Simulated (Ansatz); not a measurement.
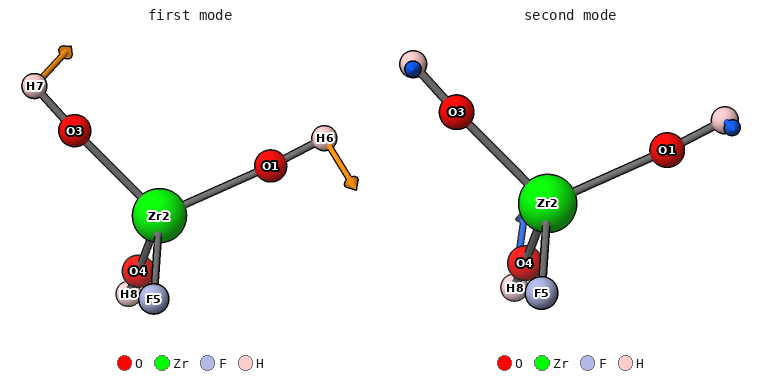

The system is FH₃O₃Zr, SMILES [OH][Zr]([OH])([OH])[F]; the picture shows the reference structure; its two panels give the patterns of the first and the second mode as arrows. The first coordinate is: normal mode 7 (265 cm⁻¹); the second: normal mode 8 (265 cm⁻¹). Nothing is relaxed (straight displacements along the two mass-weighted modes). Grid: 13 × 13 points. Points are written as (first, second). Energies are in kJ/mol, from the relaxed molecule at the same level. Computed with Ansatz 0.2.0, RKS B3LYP-D4/def2-SVP.

Its coordinates:

| atom | x (Å) | y (Å) | z (Å) |
| --- | --- | --- | --- |
| O | -1.0639 | 1.3973 | 0.5685 |
| Zr | 0.1004 | 0.1408 | -0.3168 |
| O | 1.6818 | -0.1731 | 0.7408 |
| O | -0.8265 | -1.5167 | -0.6509 |
| F | 0.6371 | 0.8934 | -2.0106 |
| H | -1.6480 | 1.9647 | 1.0728 |
| H | 2.4155 | -0.3590 | 1.3279 |
| H | -1.2964 | -2.3474 | -0.7317 |

Range: normal mode 7 (265 cm⁻¹) from −0.72 to 0.72 amu½·Å; normal mode 8 (265 cm⁻¹) from −0.637 to 0.637 amu½·Å.

> Predict the map.

The lowest grid point is at (0.00 amu½·Å, 0.000 amu½·Å), 0 kJ/mol from the relaxed molecule at the same level. No other kind of well shows on this grid. The highest grid point, (−0.72 amu½·Å, 0.637 amu½·Å), lies 143 kJ/mol above the lowest.

| normal mode 8 (265 cm⁻¹) ↓, normal mode 7 (265 cm⁻¹) → | −0.72 | −0.60 | −0.48 | −0.36 | −0.24 | −0.12 | 0.00 | 0.12 | 0.24 | 0.36 | 0.48 | 0.60 | 0.72 |
| --- | --- | --- | --- | --- | --- | --- | --- | --- | --- | --- | --- | --- | --- |
| 0.637 | 143 | 110 | 85 | 65 | 51 | 43 | 40 | 43 | 51 | 65 | 84 | 110 | 142 |
| 0.531 | 115 | 84 | 60 | 43 | 31 | 24 | 22 | 24 | 31 | 42 | 60 | 84 | 115 |
| 0.425 | 94 | 64 | 42 | 27 | 17 | 12 | 11 | 12 | 17 | 27 | 42 | 64 | 94 |
| 0.319 | 79 | 50 | 29 | 16 | 9 | 5 | 4 | 5 | 9 | 16 | 29 | 50 | 79 |
| 0.212 | 69 | 41 | 21 | 10 | 4 | 2 | 1 | 2 | 4 | 10 | 22 | 41 | 69 |
| 0.106 | 63 | 36 | 17 | 7 | 2 | 1 | 0 | 1 | 2 | 7 | 17 | 36 | 63 |
| 0.000 | 61 | 34 | 16 | 6 | 2 | 0 | 0 | 0 | 2 | 6 | 16 | 34 | 61 |
| −0.106 | 63 | 36 | 17 | 7 | 2 | 1 | 0 | 1 | 2 | 7 | 17 | 36 | 63 |
| −0.212 | 69 | 40 | 21 | 10 | 4 | 2 | 1 | 2 | 4 | 10 | 21 | 40 | 68 |
| −0.319 | 78 | 49 | 29 | 16 | 9 | 5 | 4 | 5 | 9 | 16 | 29 | 49 | 78 |
| −0.425 | 93 | 63 | 41 | 26 | 17 | 12 | 11 | 12 | 17 | 27 | 42 | 63 | 93 |
| −0.531 | 114 | 83 | 60 | 42 | 31 | 24 | 22 | 24 | 31 | 43 | 60 | 84 | 115 |
| −0.637 | 142 | 110 | 84 | 65 | 51 | 43 | 41 | 43 | 51 | 65 | 84 | 110 | 142 |

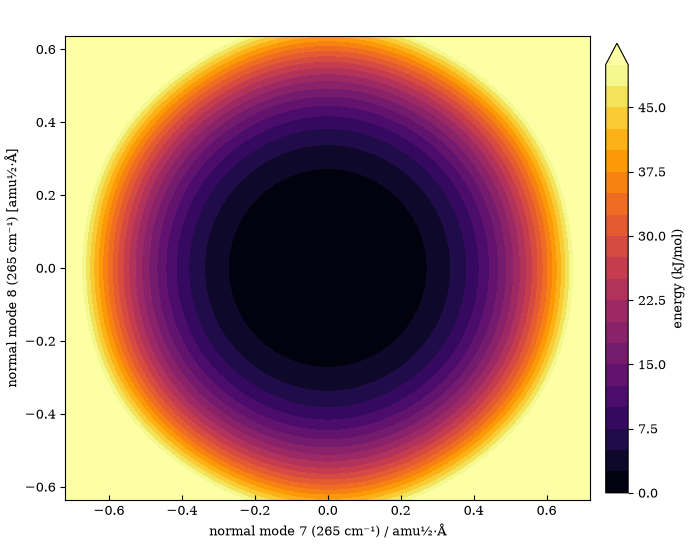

In the figure: filled contours, one colour for all values above the top of the scale. Between grid points the surface is interpolated.

Each point was launched as `ansatz run input.yaml --threads 1 --pin off --max-ram 2560MiB --backend cpu --events-out ev --progress --plain --runs-dir out`. The whole map (169 points run) took 19 min on 1 thread of Intel(R) Xeon(R) Processor @ 2.70GHz (shared host).
